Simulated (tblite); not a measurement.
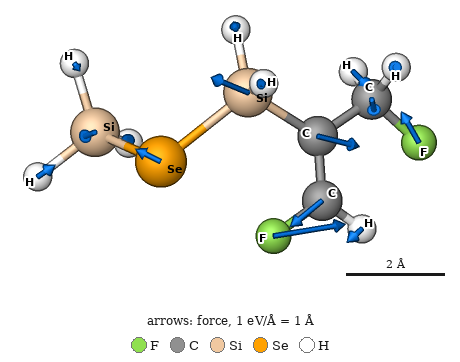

Starting geometry of C3H8F2SeSi2 with the computed forces as blue arrows. A ball-and-stick model, seen face on.

Theory: GFN2-xTB geometry optimisation, gas phase (tblite 0.8.0). 

Question: Is this structure relaxed? If not, where do the atoms go?

Answer: It isn't relaxed: the largest force vector, on an F atom, is 1.61 eV/Å. The final displacements have little in common with the starting forces (cosine between the two patterns 0.12). The largest move after the best rigid fit is that of the Se atom, 2.64 Å. By element the largest moves are Se 2.64 Å, H 2.00 Å, F 0.85 Å, C 0.60 Å, Si 0.56 Å. Near-neighbour distances that change, for instance: C–Si 1.842 → 1.892 Å, C–F 1.378 → 1.343 Å, C–H 1.126 → 1.097 Å, H–Si 1.488 → 1.460 Å. Among the angles between lasting bonds that change: Se–Si–H 113.1° → 104.6°, Si–Se–Si 109.9° → 101.4°, Se–Si–H 112.0° → 103.9°. Groups turn about Se–Si by about 170°, Se–Si by about 115°, C–Si by about 90°. After 216 geometry steps the energy has fallen by 40.9 kJ/mol. Cost: 2.7 s on 1 thread of Intel(R) Xeon(R) Processor @ 2.70GHz, with other jobs on the host.
